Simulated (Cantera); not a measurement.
Feed: 1 mol Ti(OiPr)₄, 13 mol H₂, equilibrated at 1575 K.

These are equilibrium values from Cantera (NASA tables, ideal gas, pure condensed phases), not measurements of a reactor. Candidate condensed phases: C, C₆H₆, C₇H₈, C₈H₁₈, H₂O, Ti, TiC, TiO, TiO₂, Ti₂O₃, Ti₃O₅, Ti₄O₇; 113 gas species. The feed counts by its element totals alone. TiC: taken at fixed stoichiometry. Kinetics and transport are ignored.

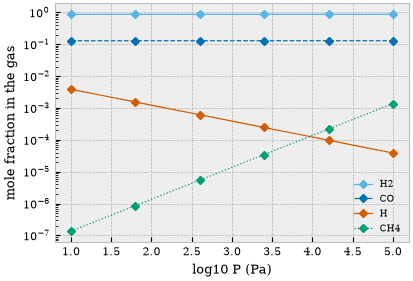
Figure. Equilibrium gas composition (values under 1e-9 drawn at 1e-9)

From 10.0 Pa to 100000 Pa the condensed part is C(graphite) + TiC(s).
